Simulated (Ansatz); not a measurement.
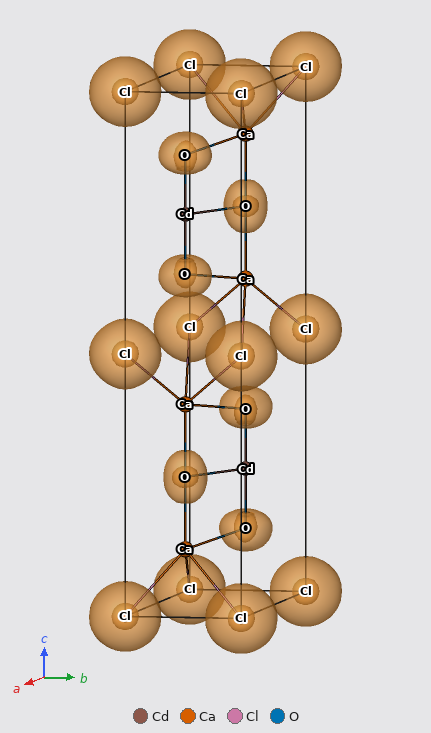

*Ca2CdClO3. Isosurface of the electron localisation function at 0.75 (orange), seen at an oblique angle. Only the valence region is drawn (cores and ρ < 0.01 e/Å³ removed). Sticks mark near contacts.*

Space group P6₃/mmc; built by placing these elements on a known structure type.

All numbers below come from DFT, PAW plane waves, PBE (Ansatz).

```xyz
14
Lattice="3.9123 0.0000 0.0000 -1.9561 3.3881 0.0000 0.0000 0.0000 18.3850" Properties=species:S:1:pos:R:3 pbc="T T T"
Cd    1.9562    1.1294   13.7888
Cd    0.0000    2.2588    4.5963
Ca    0.0000    2.2588   11.2487
Ca    1.9562    1.1294    2.0562
Ca    0.0000    2.2588   16.3288
Ca    1.9562    1.1294    7.1363
Cl    0.0000    0.0000    9.1925
Cl    0.0000    0.0000    0.0000
O     1.9562    1.1294   11.6977
O     0.0000    2.2588    2.5051
O     1.9562    1.1294   15.8799
O     0.0000    2.2588    6.6874
O     0.0000    2.2588   13.7888
O     1.9562    1.1294    4.5963
```

Identify the bonds, lone pairs and shells in this picture.

At this value the surface marks out two regions wrapped around Cl (the valence shell of each) and six regions wrapped around O (the valence shell of each), counted in one cell of 14 atoms. Any copies at cell faces, edges or corners count once. Along the contacts the grid gives the following. Cd–O (2.09 Å): the ELF peaks at about 0.75 in the valence shell of O, 0.6 Å from its nucleus, and drops to about 0.15 between the two atoms (no localised pair shows between them). Ca–O (2.30 Å): the ELF peaks at about 0.85 in the valence shell of O, 0.7 Å from its nucleus, and drops to about 0.10 between the two atoms (no localised pair shows between them).
